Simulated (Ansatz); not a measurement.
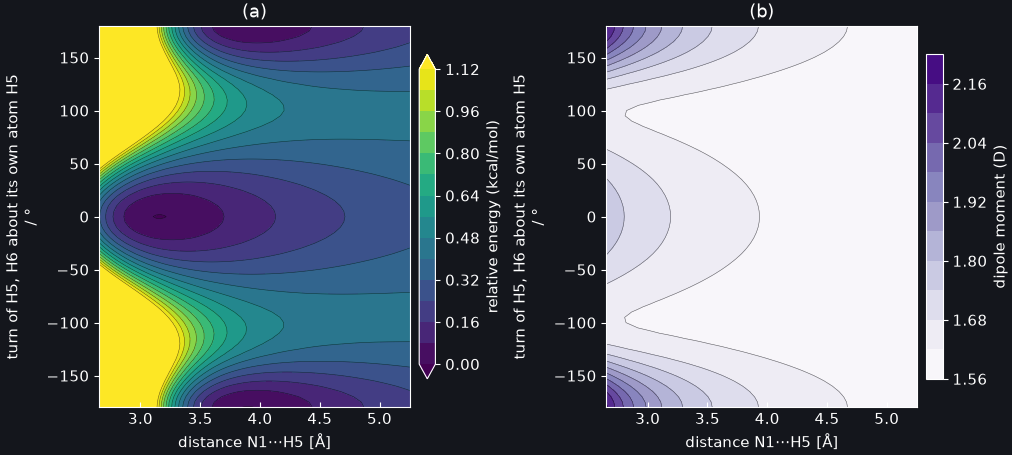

The pair H₃N···H₂. The turn is about an axis along (0.86, 0.46, −0.22) in the frame of the relaxed pair, normal to the line between the partners. First axis: distance N1···H5. Second axis: turn of H5, H6 about its own atom H5. The scan uses a 15 × 15 grid. Points are written as (first, second). Energies are in kcal/mol, from the lowest grid point. These are results of RHF/def2-TZVPD (Ansatz), not measurements.

Panel (a) is the energy; panel (b) is the computed dipole moment, in D.

Drawn: filled contours, one colour for all values above the top of the scale. Between grid points the surface is interpolated.

How does the dipole moment vary over the map, and what is it at the lowest grid point?

Leaving out the highest fifth of the energies, it runs from 1.57 D at (5.254 Å, −84°) to 1.87 D at (3.104 Å, −180°). At the lowest grid point, (3.842 Å, −180°), it is 1.69 D.
